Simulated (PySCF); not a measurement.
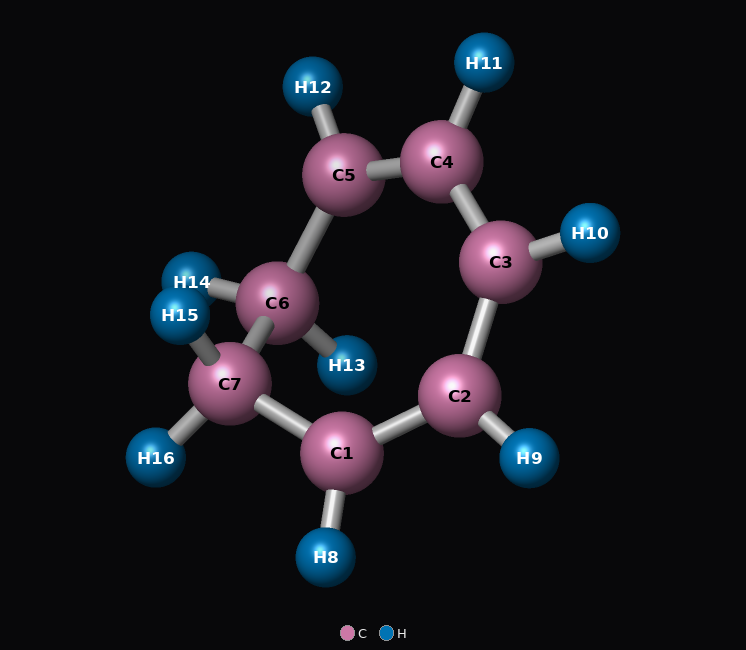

State: neutral, doublet. Computed geometry: GFN2-xTB optimisation. No frequency run is at hand to confirm it as a minimum. Level of theory: UKS B3LYP, pcH-1 on C H, non-relativistic (PySCF 2.14.0). Fermi-contact and spin-dipolar terms alone, no spin-orbit part.

Which nucleus has the largest dipolar (anisotropic) hyperfine coupling?

Answer. 13C at C3: principal values −42.5, −39.9, 82.4 MHz.

List the isotropic and dipolar parts for the most strongly coupled nuclei, one of each equivalent set.

| atom | isotope | a_iso (MHz) | dipolar part (MHz) |
| --- | --- | --- | --- |
| C3 | 13C | 47.8 | −42.5, −39.9, 82.4 |
| C1 | 13C | 39.9 | −37.2, −35.3, 72.5 |
| C2 | 13C | −37.3 | −24.5, 9.8, 14.6 |
| H10 | 1H | −35.7 | −20.4, −0.3, 20.6 |
| H8 | 1H | −29.0 | −17.9, −0.6, 18.5 |
| H9 | 1H | 12.3 | −4.1, −1.6, 5.7 |
| H14 | 1H | 12.7 | −2.7, −1.7, 4.4 |
| H13 | 1H | 51.1 | −3.1, 0.1, 3.1 |
